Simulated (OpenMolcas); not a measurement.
# CH6BNO2 (SMILES OBNCO) at 6 levels

Aim: a comparison of 6 runs (HF/STO-3G, M06-2X/def2-SVP, PBE/def2-SVP, SVWN5/def2-SVP, MP2/def2-SVP, CCSD(T)/def2-SVP) of CH6BNO2. 

Program for the calculation: OpenMolcas 26.06.

1 further run of the same task is left out (set aside as unsound or not needed).

### Step 1. Starting point

CH6BNO2 has 11 atoms, charge 0, and is taken as a singlet. SMILES: `OBNCO`. The coordinates come from a PBE0-D4/def2-TZVP relaxation. This is a higher conformer, about 10 kJ/mol above the lowest found by a separate search.

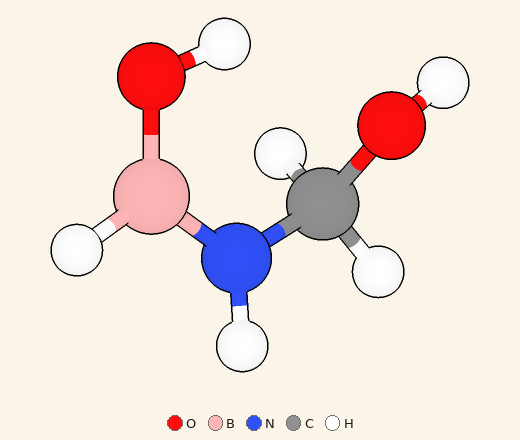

The structure, seen from a chosen angle (oxygen red, boron pink, nitrogen blue, carbon grey, hydrogen white).

### Step 2. Energy and forces at HF/STO-3G (run 1)

Input file struct.xyz:

```xyz
11

O     -0.365300     1.867300     0.524000
B     -0.151000     0.776300     1.310700
N      0.041300    -0.514500     0.761600
C     -0.074500    -0.827100    -0.621300
O      0.833500    -0.016400    -1.360600
H     -0.145900     1.684700    -0.397300
H     -0.135500     0.915900     2.499600
H      0.344000    -1.265700     1.354800
H     -1.095800    -0.629000    -0.978300
H      0.142100    -1.890000    -0.774600
H      0.672700    -0.158500    -2.298200
```

Input file test.input:

```
&gateway
 baslib=$CurrDir
 coord=struct.xyz
 basis=STO-3G
 group=NoSym

&seward

&scf
 thresholds=1e-10 1e-07 1e-07 1e-05
 prorbitals=1 1

&alaska
```

The basis set STO-3G is read from a file made from the Basis Set Exchange's data (not shown).

On the command line:

```bash
$ export MOLCAS_MEM=1860
$ pymolcas test.input > test.log
```

What it wrote:

```text
--- Start Module: gateway ---
[...]
--- Stop Module: gateway /rc=_RC_ALL_IS_WELL_ ---
[...]
      Basis functions           31
[...]
--- Start Module: scf ---
[...]
       Convergence after  12 Iterations
[...]
::    Total SCF energy                               -266.7660366542
[...]
      Total spin, S                                     0.0000000000
[...]
      Total electronic charge=   40.000000
      Total            charge=   -0.000000
[...]
      Dipole Moment (debye):
      Origin of the operator (angstrom)=    0.0705    0.2621    0.0488
                   X= -3.0924E-01               Y= -2.5484E+00               Z= -2.1314E+00           Total=  3.3366E+00
      Quadrupole Moment (debye*angstrom):
[...]
--- Stop Module: scf /rc=_RC_ALL_IS_WELL_ ---
--- Start Module: alaska ---
[...]
 *              Molecular gradients               *
 **************************************************
  Irreducible representation: a
 ------------------------------------------------------------------------------------------
                              X                       Y                       Z
 ------------------------------------------------------------------------------------------
  O1                1.80356322070807E-03   -5.35041758404020E-04   -3.20081915410001E-02
  B2               -7.42499334797902E-04   -7.94046151210592E-03   -8.57628399278187E-03
  N3                9.40915537748582E-04   -2.43598095328901E-02   -3.34566105681722E-02
  C4                6.99386006407066E-03    1.32035888423276E-02    3.63554275212326E-02
  O5               -2.27658118054261E-02   -2.44283268313010E-02   -3.44288016857295E-02
  H6               -3.52549237817446E-03    8.56328588331642E-03    2.23433947410019E-02
  H7                1.11142691466186E-03    2.96271625269007E-03    2.27930705086727E-02
  H8               -3.22535294070825E-03    1.23479255141201E-02   -6.70106690199024E-03
[...]
--- Stop Module: alaska /rc=_RC_ALL_IS_WELL_ ---
[...]
```

Wall time 2.7 s (1 thread of AMD EPYC 7R43 (Zen 3), shared host); peak memory 0.37 GiB.

### Step 3. Energy and gradient at M06-2X/def2-SVP (run 2)

Input file coord.xyz:

```xyz
11

O     -0.365300     1.867300     0.524000
B     -0.151000     0.776300     1.310700
N      0.041300    -0.514500     0.761600
C     -0.074500    -0.827100    -0.621300
O      0.833500    -0.016400    -1.360600
H     -0.145900     1.684700    -0.397300
H     -0.135500     0.915900     2.499600
H      0.344000    -1.265700     1.354800
H     -1.095800    -0.629000    -0.978300
H      0.142100    -1.890000    -0.774600
H      0.672700    -0.158500    -2.298200
```

Input file test.inp:

```
&GATEWAY
BASLIB
$CurrDir
COORD
coord.xyz
BASIS
def2-SVP
GROUP
NoSym
&SEWARD
GRIDINPUT
Grid=UltraFine
End of Grid
&SCF
KSDFT
M062X
THRESHOLDS
1e-10 1e-07 1e-07 1e-05
PRORBITALS
0
&ALASKA
```

The basis set def2-SVP is read from a file made from the Basis Set Exchange's data (not shown).

On the command line:

```bash
$ export MOLCAS_MEM=1860
$ pymolcas test.inp > test.log
```

What it wrote:

```text
--- Start Module: gateway ---
[...]
--- Stop Module: gateway /rc=_RC_ALL_IS_WELL_ ---
[...]
      Basis functions          100
[...]
--- Start Module: scf ---
[...]
       Convergence after  15 Iterations
[...]
::    Total KS-DFT energy                            -271.5274537042
[...]
      Total spin, S                                     0.0000000000
[...]
      Total electronic charge=   40.000000
      Total            charge=   -0.000000
[...]
      Dipole Moment (debye):
      Origin of the operator (angstrom)=    0.0705    0.2621    0.0488
                   X= -2.8364E-01               Y= -3.1361E+00               Z= -2.5534E+00           Total=  4.0541E+00
      Quadrupole Moment (debye*angstrom):
[...]
--- Stop Module: scf /rc=_RC_ALL_IS_WELL_ ---
[...]
--- Start Module: alaska ---
[...]
 *              Molecular gradients               *
 **************************************************
  Irreducible representation: a
 ------------------------------------------------------------------------------------------
                              X                       Y                       Z
 ------------------------------------------------------------------------------------------
  O1                4.87792301375300E-04    1.23324016410287E-03   -1.61531006222670E-03
  B2                6.25232159321462E-04   -5.10074485840573E-03    2.30184877154826E-03
  N3                1.06946635084942E-03    1.26285474321097E-03    1.48621371390156E-03
  C4               -6.66288003676208E-03   -7.46874315203083E-03    2.63531850054211E-03
  O5                3.10886107159369E-03    8.30529556074211E-04   -4.58350431355381E-03
  H6               -1.17015982434421E-03    1.09484711697248E-03    2.15372405088932E-03
  H7               -1.34904175610503E-04   -3.81247962483511E-04   -3.53418636159786E-03
  H8               -1.73934071477011E-03    3.99842814964391E-03   -3.91349590148815E-03
[...]
--- Stop Module: alaska /rc=_RC_ALL_IS_WELL_ ---
[...]
```

Run time: 69 s. Hardware: 1 thread of AMD EPYC 7R43 (Zen 3), shared host; peak memory 0.56 GiB.

Runs 3 to 5 aren't shown in full; the table further down has their settings and results.

### Step 4. A single-point energy at CCSD(T)/def2-SVP (Cholesky decomposition) (run 6)

coord.xyz is that of step 3.

Input file run.inp:

```
&GATEWAY
 BasLib = $CurrDir
 Coord = coord.xyz
 Basis = def2-SVP
 Group = NoSym

&SEWARD
 High

&SCF
 Thresholds = 1e-10 1e-07 1e-07 1e-05
 PrOrbitals = 1 2

&CHCC
 Frozen = 5
 Threshold = 1e-08
 MaxIterations = 80

&CHT3
 Frozen = 5
```

The basis set def2-SVP is read from a file made from the Basis Set Exchange's data (not shown).

On the command line:

```bash
$ export MOLCAS_MEM=1860
$ pymolcas run.inp > run.log
```

What it wrote:

```text
--- Start Module: gateway ---
[...]
--- Stop Module: gateway /rc=_RC_ALL_IS_WELL_ ---
[...]
      Basis functions          100
[...]
       Convergence after  13 Iterations
[...]
::    Total SCF energy                               -270.0979725931
[...]
      Total spin, S                                     0.0000000000
[...]
      Total electronic charge=   40.000000
      Total            charge=   -0.000000
[...]
      Dipole Moment (debye):
      Origin of the operator (angstrom)=    0.0705    0.2621    0.0488
                   X= -3.9182E-01               Y= -3.3299E+00               Z= -2.4824E+00           Total=  4.1718E+00
      Quadrupole Moment (debye*angstrom):
[...]
--- Start Module: chcc ---
[...]
--- Stop Module: chcc /rc=_RC_ALL_IS_WELL_ ---
[...]
--- Start Module: cht3 ---
[...]
--- Stop Module: cht3 /rc=_RC_ALL_IS_WELL_ ---
[...]
```

It took 6.2 min on 1 thread of AMD EPYC 7R43 (Zen 3), shared host; peak memory 0.21 GiB.

### Step 5. All runs side by side

```
run                                      level  integration grid      task  energy (Eh)  dipole moment (D) of the reference  HOMO energy (eV)  LUMO energy (eV)  wall time
  1                                  HF/STO-3G                 –  gradient  -266.766037                                3.34             -8.63              9.97      2.7 s
  2                            M06-2X/def2-SVP         UltraFine  gradient  -271.527454                                4.05             -8.81              1.80       69 s
  3                               PBE/def2-SVP         UltraFine  gradient  -271.316466                                3.95             -5.91              0.07       57 s
  4                             SVWN5/def2-SVP         UltraFine  gradient  -269.464542                                4.09             -6.04             -0.12       40 s
  5                               MP2/def2-SVP                 –    energy  -270.863201                                4.17            -11.04              4.22       14 s
  6  CCSD(T)/def2-SVP (Cholesky decomposition)                 –    energy  -270.923646                                4.17            -11.04              4.22    6.2 min
```

### Step 6. Results

| quantity | value |
| --- | --- |
| run 6: total energy | -270.92365 Eh |
| run 6: dipole moment (mean-field density) | 4.17 D |
| run 6: HOMO energy (Hartree–Fock orbitals) | -11.04 eV |
| run 6: LUMO energy (Hartree–Fock orbitals) | 4.22 eV |
| run 6: HOMO–LUMO gap (Hartree–Fock orbitals) | 15.26 eV |
| run 6: correlation energy (5 core orbitals frozen) | -825.7 mEh |
| run 6: (T) correction | -20.45 mEh |

In words: Over runs 1, 2, 3, 4 the dipole moment (its size) runs from 3.34 D (HF/STO-3G) to 4.09 D (SVWN5/def2-SVP). The two ends differ in method and basis. Over runs 1, 2, 3, 4 the HOMO–LUMO gap runs from 5.92 eV (SVWN5/def2-SVP) to 18.60 eV (HF/STO-3G). Totals of different functionals can't be ranked against each other. In run 1 the basis is minimal, so the values are rough. All runs together took 9.3 min, the longest 6.2 min.
